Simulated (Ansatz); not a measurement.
TiB2 (P6/mmm): the Drude term of Re ε in the infrared

Re ε of TiB2 (P6/mmm) along x at low photon energies is read from one computed spectrum; the carriers' damping was typed as γ = 0.1 eV. x, y and z are the Cartesian axes of the input cell.

Symmetry: P6/mmm, No. 191, hexagonal system. The conventional cell has a = 3.029 Å, b = 3.029 Å, c = 3.228 Å, α = 90.00°, β = 90.00°, γ = 120.00°. Ti on site a has 12 B at 2.38 Å as nearest neighbours. B on site d is surrounded by 3 B at 1.75 Å.

Method: Ansatz 0.2.0, PBE, independent particles, k-mesh 15×15×10 with interpolation inside its cells, Gaussian parameter 0.15 eV.

Launch of the response step: `ansatz run input.yaml --threads 4 --pin off --max-ram 8192MiB --backend cpu --events-out ev --progress --plain --runs-dir out`. The run took 42 s, on 4 threads of Arm Neoverse V2, with other jobs on the host.

```tsv
photon energy E (eV)	wavelength (µm)	Re ε
0.25	4.96	?
0.30	4.13	-70.6
0.35	3.54	-43.1
0.40	3.10	-25.5
0.50	2.48	-6.8
0.60	2.07	0.4
0.70	1.77	2.3
```

A Drude term over a constant background gives Re ε = ε_b − ωp²/(E² + γ²), linear in 1/(E² + γ²).

Working, on the rows shown:

| x = 1/(E² + γ²) (eV⁻²) | y = Re ε |
| --- | --- |
| 10 | -70.6 |
| 7.54717 | -43.1 |
| 5.88235 | -25.5 |
| 3.84615 | -6.8 |
| 2.7027 | 0.4 |
| 2 | 2.3 |

Means: x̄ = 5.3297, ȳ = -23.883. Σ(x − x̄)(y − ȳ) = -438, Σ(x − x̄)² = 47.22. Slope = -438 / 47.22 = -9.275; intercept = ȳ − slope · x̄ = 25.551. The line misses the rows shown by at most 4.7.

Question: Fill in the last column of the withheld row.

Answer: At x = 13.793 the line gives y = -102.38. The run gave -114.7, so the extrapolation is off by 12, 11 % of the range in the table. Beyond its data the fit drifts from the curve.

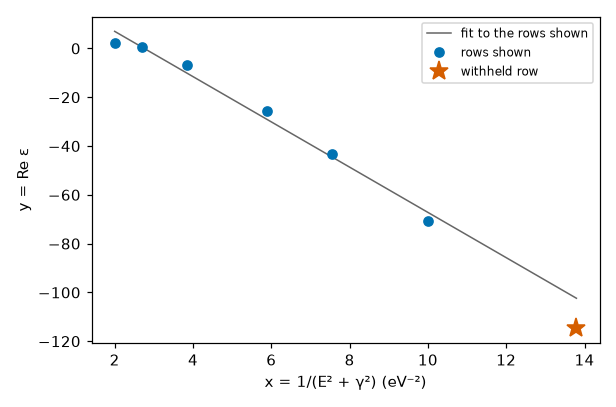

Refitted with all rows, the slope is -10.1 and the intercept 29.17. These give ωp = √(−slope) = 3.18 eV, against 3.70 eV from the program's Fermi-surface sum, and an intercept of 29.2. Taking the program's Drude term off the rows leaves 74 at the lowest energy and 30 at the highest, so the background isn't constant: interband transitions lie in or near the window, and neither fitted number can be trusted. The values come from a sum over the points of one k-mesh and carry its error, which is largest for Fermi-surface quantities.

[Logs are printed without paths, hosts, clocks, repeated set-up lines and the standing remarks that a program may print on its own settings, such as how far it seeks lower states.]
